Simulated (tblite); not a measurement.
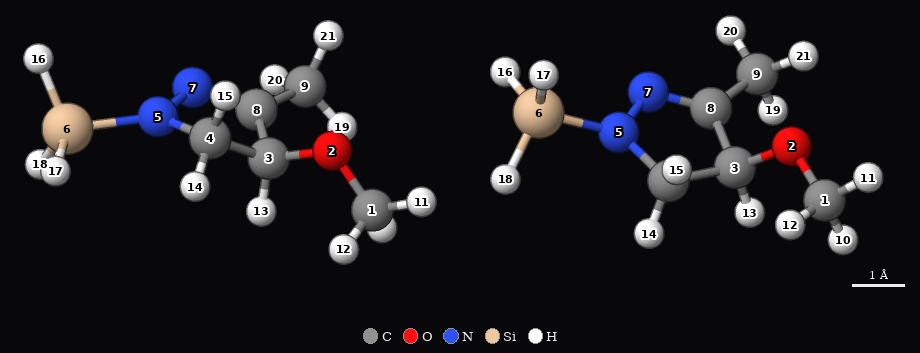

Two geometries of C₅H₁₂N₂OSi, drawn at one scale. One is the start of a relaxation, the other its converged end. The picture is a ball-and-stick view, seen from a free direction.

Method: GFN2-xTB geometry optimisation, gas phase (tblite). 

Question: Which geometry has the lower energy?

Answer: The right one is the relaxed one. The energy falls by 77.0 kJ/mol in 199 geometry steps. The largest move after the best rigid fit is that of H17, 1.97 Å. By element the largest moves are H 1.97 Å, C 0.98 Å, Si 0.46 Å, N 0.34 Å, O 0.22 Å. Some distances before and after: N5–Si6 1.787 → 1.728 Å, N5–N7 1.401 → 1.350 Å, N7–C8 1.313 → 1.271 Å, O2–C3 1.371 → 1.411 Å. Among the angles between lasting bonds that change: Si6–N5–N7 128.9° → 121.1°, C3–C4–H14 106.1° → 113.2°, C3–C8–C9 129.0° → 122.6°. Groups turn about N5–Si6 by about 85°, O2–C3 by about 45°, C8–C9 by about 40°. Cost: 1.4 s on 1 thread of Arm Neoverse V2 (shared host).
